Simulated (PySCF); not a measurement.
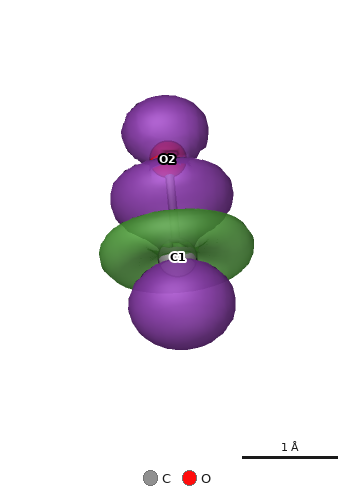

CO, SMILES `[C-]#[O+]`. Deformation density (molecule less spherical, spin-averaged free atoms at the same positions), surfaces at ±0.1 e/Å³; purple: gain, green: loss.

Level of theory: HF/6-311+G** (PySCF), at a geometry from GFN2-xTB. No frequency check shows the geometry to be a minimum.

Input

```python
import numpy as np
from pyscf import gto, scf, dft
from pyscf.scf import atom_ks, atom_hf
from scipy.linalg import block_diag

def solve(mol, dm0=None, hcore=None):
    mf = scf.UHF(mol) if mol.spin else scf.RHF(mol)
    mf = mf.density_fit(auxbasis='def2-universal-jkfit')
    mf.conv_tol, mf.max_cycle = 1e-8, 80
    if hcore is not None:
        mf.get_hcore = lambda *args: hcore
    mf.kernel(dm0)
    if not mf.converged:
        mf = mf.newton().run(mf.mo_coeff, mf.mo_occ, max_cycle=30)
    assert mf.converged, 'SCF not converged'
    return mf

mol = gto.M(atom='''
C      0.64418     0.00000     0.00000
O     -0.48314     0.00000     0.00000
''', basis='6-311+g**', charge=0, spin=0, verbose=4)
mf = solve(mol)
mf.analyze()
# spherically averaged free atoms, for the promolecule
atm = scf.atom_hf.get_atm_nrhf(mol)
pro = block_diag(*[(atm[a[0]][2] * atm[a[0]][3]) @ atm[a[0]][2].T for a in mol._atom])
np.savez('result.npz', e=mf.e_tot, c=mf.mo_coeff, occ=mf.mo_occ, eps=mf.mo_energy, pro=pro, dip=mf.dip_moment(verbose=0), s2=mf.spin_square()[0])
```

Launched as:

```sh
OMP_NUM_THREADS=1 python input.py
```

The run took 0.62 s on 1 thread of Intel(R) Xeon(R) 6975P-C (Granite Rapids), with other jobs on the host, peak memory 0.17 GiB.

Partitions, critical points and surface values were worked out afterwards from this run's density.

Describe the bonding that the map shows.

Answer. C1–O2: +0.95 e/Å³ at the bond critical point (bond length 1.13 Å). In all, 0.7 electrons gather in the regions of gain relative to the promolecule.

Where do the Hirshfeld charges lie?

Answer. The highest Hirshfeld charge is on C1 (+0.17 e), the lowest on O2 (−0.17 e).

```
atom  charge (e)
  C1       +0.17
  O2       −0.17
```
